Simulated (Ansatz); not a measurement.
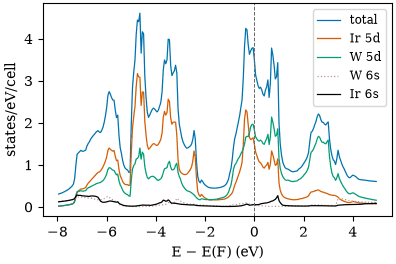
*Total and projected density of states of IrW (CsCl type, Pm-3m), PBEsol in the plane-wave PAW code Ansatz*

Problem. Which orbitals carry the states next to the Fermi level?

Solution. Within 0.5 eV of the Fermi level: W 5d 50 %, Ir 5d 43 %. Projections are on Löwdin-orthogonalised atomic valence shells; empty p or d shells of many metals are not among them.

Problem. Where is the tallest occupied peak in this window, and what makes it?

Solution. Near -4.6 eV, about 4.6 states/eV per cell; the largest projected share is Ir 5d.

The start of the workflow was typed in or built on a structure type; neither database checked (COD, Materials Project) lists it. COD files the formula under space group No. 51. Whether it is the stable phase at ambient conditions was not checked. The PBEsol relaxation kept the symmetry of its start. At this level the phase is dynamically unstable (imaginary phonons). The run is not spin-polarised. Its formation energy is positive at this level, so the cell may be metastable or incomplete. Spin–orbit coupling is left out wherever it is not named.

Potentials: the later of the program's two PAW sets.
